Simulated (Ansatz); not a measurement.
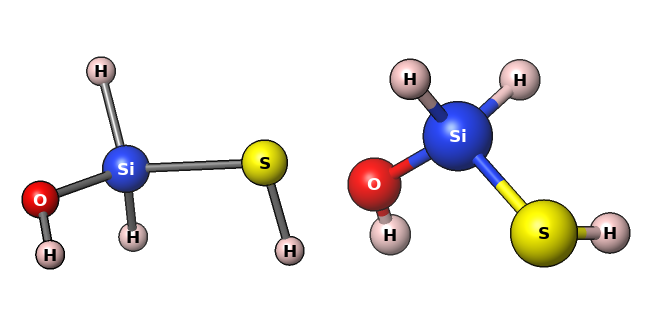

Both panels show the same species.

The geometry was computed by an optimisation with PBE0-D4/def2-TZVP.

Description:

The molecule is H₄OSSi. This geometry has C1 symmetry. Coordination: 1 Si tetrahedral; 1 S bent; 1 O bent.

More results for the same structure follow; atom numbers are the same in all pictures, views and colours differ.

### Electronic properties

Properties computed with RKS PBE0-D4/def2-TZVP (Ansatz 0.2.0).

Computed properties:

- dipole moment: 1.83 D
- dispersion correction: −10.5 kJ/mol

### Vibrations

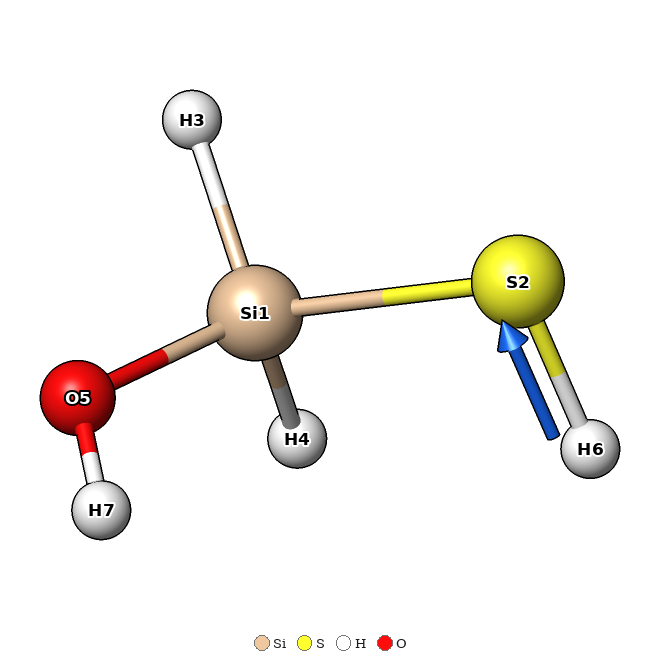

The arrows show one normal mode. Harmonic vibrations computed with RKS PBE0-D4/def2-TZVP (Ansatz 0.2.0) at a stationary point of the same level.

> What kind of motion is it?

Mostly S–H stretching.

> At what wavenumber does it lie?

2719 cm⁻¹; it is mode 14 of 15 counted from the lowest.

### Thermal motion

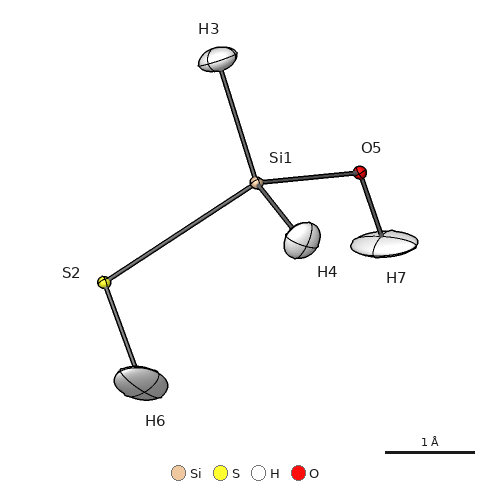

Displacement ellipsoids at the 50 % level, from the internal vibrations of the free molecule (harmonic, no overall translation or rotation; no half-axis is drawn under 0.075 Å). Vibrations computed with RKS PBE0-D4/def2-TZVP (Ansatz 0.2.0). Temperature: 0 K (zero-point motion alone).

List U_eq and the three principal root-mean-square amplitudes for each kind of atom.

```json
{"atom": "Si1", "U_eq (Å²)": "0.00059", "rms amplitudes (Å)": "0.017, 0.022, 0.032"}
{"atom": "S2", "U_eq (Å²)": "0.00043", "rms amplitudes (Å)": "0.006, 0.019, 0.030"}
{"atom": "H3", "U_eq (Å²)": "0.0167", "rms amplitudes (Å)": "0.086, 0.135, 0.156"}
{"atom": "H4", "U_eq (Å²)": "0.0164", "rms amplitudes (Å)": "0.087, 0.138, 0.150"}
{"atom": "O5", "U_eq (Å²)": "0.0012", "rms amplitudes (Å)": "0.023, 0.027, 0.048"}
{"atom": "H6", "U_eq (Å²)": "0.0431", "rms amplitudes (Å)": "0.077, 0.153, 0.316"}
{"atom": "H7", "U_eq (Å²)": "0.0381", "rms amplitudes (Å)": "0.067, 0.148, 0.296"}
```
